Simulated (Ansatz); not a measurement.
# ScCo3C (Pm-3m): phonons and vibrational spectra, part 3 of 3

How does ScCo3C (Pm-3m) vibrate, and is this structure a minimum?

Ansatz 0.2.0; DFT PBEsol, scalar-relativistic, plane waves, PAW; PAW set soft_1.

So far. Step 3 (Relaxing to small forces for the phonons): The forces vanish by symmetry and the pressure is -0.005 GPa, within the tolerances set. The cell now holds 10.63 Å³/atom. Step 4 (Zone-centre response): Before it was imposed, the acoustic sum rule was missed by 4.4e-5 eV/Å². Small misses are needed for a sound result but don't prove that mesh and cutoff are converged. The lowest optical mode is real, 155 cm⁻¹. The relaxed cell has a = 3.760 Å (conventional setting).

## 5. Phonons on a q mesh (continued)

The partial phonon density of states has structure finer than the step of the table below, so its rows give means over 25 cm⁻¹, whole bins alone (the curve runs from -10 to 756 cm⁻¹). Peaks (cm⁻¹: height): C 597.3: 0.0281, 631.1: 0.0245, 655.2: 0.0243, 684.1: 0.0253, 708.2: 0.0343; Co 173.2: 0.0984, 255.1: 0.0590; Sc 144.2: 0.0152, 255.1: 0.0965.

Phonopy on the run's constants, 15x15x15 mesh, Gaussian sigma 5.5 cm-1. Interpolated from a 2×2×2 q mesh, rough between the solved points. The partial phonon density of states by wavenumber; means over each step; values in 1/cm⁻¹/cell:

```csv
wavenumber (cm⁻¹),C,Co,Sc
25,2.0e-5,3.1e-4,7.8e-5
50,8.2e-5,0.00145,3.8e-4
75,1.7e-4,0.00359,9.5e-4
100,3.0e-4,0.00824,0.00221
125,5.0e-4,0.0232,0.00650
150,0.00143,0.0492,0.0113
175,0.00232,0.0865,0.00604
200,0.00232,0.0664,0.00289
225,0.00159,0.0224,0.00993
250,8.6e-4,0.0458,0.0640
275,2.9e-4,0.0107,0.0155
300,3.2e-4,0.00663,3.4e-5
325,3.8e-4,0.0102,1.9e-5
350,2.6e-4,0.00926,4.6e-6
375,9.3e-5,0.00444,0
400,7.0e-6,7.9e-4,0
425,0,6.8e-7,0
450,0,0,0
475,0,0,0
500,0,0,0
525,0,0,0
550,0,0,0
575,0.00334,8.5e-4,0
600,0.0244,0.00549,7.0e-6
625,0.0166,0.00238,1.5e-5
650,0.0143,0.00115,1.9e-5
675,0.0152,6.2e-4,2.4e-5
700,0.0250,2.9e-4,3.7e-5
725,0.0101,2.7e-5,1.2e-5
```

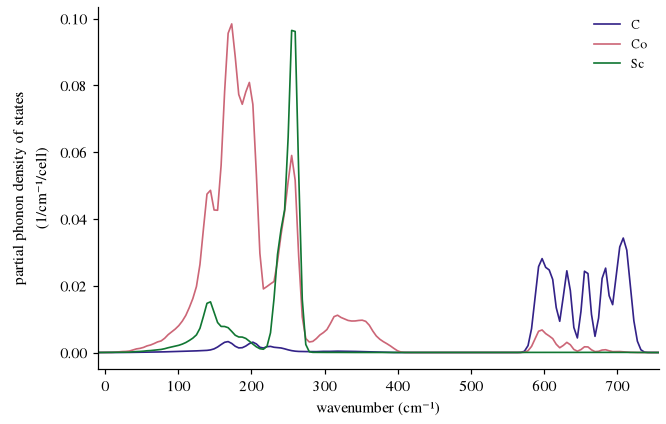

Partial phonon density of states against wavenumber.

Harmonic thermodynamic functions per atom, from the density of states. Interpolated from a 2×2×2 q mesh, rough between the solved points. Thermodynamic functions, by row:

```csv
T (K),F_vib (meV/atom),S (J/mol-atom/K),C_V (J/mol-atom/K)
0,54.96,0,0
50,54.86,0.861,2.839
100,53.38,5.244,10.32
200,42.71,15.04,17.57
300,22.93,22.82,20.65
400,-4.04,29,22.22
500,-36.81,34.06,23.08
600,-74.38,38.32,23.6
700,-116,41.99,23.94
800,-161.2,45.2,24.16
900,-209.6,48.05,24.32
1000,-260.8,50.62,24.43
```

Harmonic mean-square displacement, third of the trace. Interpolated from a 2×2×2 q mesh, rough between the solved points. Mean square displacements, by row:

```csv
T (K),Sc1 U_eq (Å²),Co2 U_eq (Å²),Co3 U_eq (Å²),Co4 U_eq (Å²),C5 U_eq (Å²)
0,0.0018,0.00154,0.00154,0.00154,0.00266
100,0.00217,0.00194,0.00194,0.00194,0.00289
300,0.00451,0.00425,0.00425,0.00425,0.00423
600,0.00857,0.00817,0.00817,0.00817,0.00703
```

Symmetry leaves 4 wavevectors to solve. The lowest mode among them, the acoustic zeros apart, lies at q = (0, 0, -0.5) and is real, 133 cm⁻¹.

## 6. Isotope substitution

An isotope changes the mass and not the force constants, so no new electronic calculation is needed; the shifts show which modes move this element.

The same force constants with the mass of C changed from 12.011 to 13.003 u (phonopy, no LO-TO term). Both lists are sorted by frequency; levels can cross, so a row need not hold one and the same mode. Modes under 3 cm⁻¹ are left out. Isotope shifts, by row, the first 40 of 57 rows:

```csv
q,rank,natural mass (cm⁻¹),changed mass (cm⁻¹)
0 0 0,4,154.6,153.7
0 0 0,5,154.6,153.7
0 0 0,6,154.6,153.7
0 0 0,7,211.1,211.1
0 0 0,8,211.1,211.1
0 0 0,9,211.1,211.1
0 0 0,10,258.8,258.8
0 0 0,11,258.8,258.8
0 0 0,12,258.8,258.8
0 0 0,13,598.2,579.9
0 0 0,14,598.2,579.9
0 0 0,15,598.2,579.9
0 0 -0.5,1,133.3,132.4
0 0 -0.5,2,133.3,132.4
0 0 -0.5,3,139,139
0 0 -0.5,4,139,139
0 0 -0.5,5,186.6,186.6
0 0 -0.5,6,188.4,188.4
0 0 -0.5,7,199.4,199
0 0 -0.5,8,199.4,199
0 0 -0.5,9,251,251
0 0 -0.5,10,251,251
0 0 -0.5,11,253.1,253.1
0 0 -0.5,12,313.5,313.5
0 0 -0.5,13,592.4,574.2
0 0 -0.5,14,592.4,574.2
0 0 -0.5,15,715.4,687.6
0 -0.5 -0.5,1,140.4,140.4
0 -0.5 -0.5,2,140.4,140.4
0 -0.5 -0.5,3,155.6,155.6
0 -0.5 -0.5,4,168,166.5
0 -0.5 -0.5,5,185.8,185.8
0 -0.5 -0.5,6,185.8,185.8
0 -0.5 -0.5,7,222.8,222.8
0 -0.5 -0.5,8,226.1,226.1
0 -0.5 -0.5,9,251.9,251.9
0 -0.5 -0.5,10,253.9,253.9
0 -0.5 -0.5,11,253.9,253.9
0 -0.5 -0.5,12,360.9,360.9
0 -0.5 -0.5,13,581.9,564.2
```

A mode of this element alone would shift by -3.89 %. The highest zone-centre frequency without the field goes from 598.2 to 579.9 cm⁻¹ (-3.1 %). The product of the frequency ratios over all optical modes at Γ is 0.893; the product rule, (m/m′)^(3k/2) (M′/M)^(3/2) with k = 1 such atoms and M the mass of the cell, gives 0.893.

## 7. Summary of results

```yaml
space_group_after_relaxation_within_0p01_a: Pm-3m
volume_per_atom: 10.6 Å³
electronic_character: no gap on this mesh
highest_optical_mode_at_the_zone_centre_no_lo_to_term: 598 cm⁻¹
lowest_optical_zone_centre_mode: 155 cm⁻¹
lowest_mode_on_the_q_mesh_acoustic_modes_at_gamma_apart: 133 cm⁻¹
highest_frequency_on_the_path_or_at_a_solved_wavevector: 727 cm⁻¹
zero_point_energy_per_atom: 55.0 meV
heat_capacity_at_300_k: 20.7 J/(mol atoms K)
vibrational_entropy_at_300_k: 22.8 J/(mol atoms K)
debye_temperature_second_moment: 649 K
imaginary_modes_on_the_2x2x2_q_mesh: none
```

**Reading.** The structure is a minimum as far as tested: no mode is imaginary at the 4 irreducible wavevectors of the 2×2×2 mesh, and the softest away from the acoustic zeros lies at 133 cm⁻¹. The optical modes at Γ span 155 to 598 cm⁻¹. The highest mode in this list at Γ, 598.2 cm⁻¹, is mostly motion of C (79 % of the kinetic energy). On the path and the mesh, the widest gap between branches runs from 398 to 582 cm⁻¹. The q mesh stands for a supercell only 7.5 Å across, so branches between the solved wavevectors are rough. With no gap, or one that is small against the smearing, the frequencies hang on the k mesh and the smearing, most of all near Kohn anomalies. The phonon runs are without spin polarisation, although Co often carries a moment. The PAW files were made for PBE and serve the other functionals too. These are harmonic frequencies at zero temperature: anharmonic shifts, linewidths and thermal expansion are left out.

[Logs are printed without paths, hosts, clocks, repeated set-up lines and the standing remarks that a program may print on its own settings, such as how far it seeks lower states.]

[Hosts, paths, dates, database ids (printed as entryN), source tags and the programs' standing remarks are cut or masked in the printed files.]
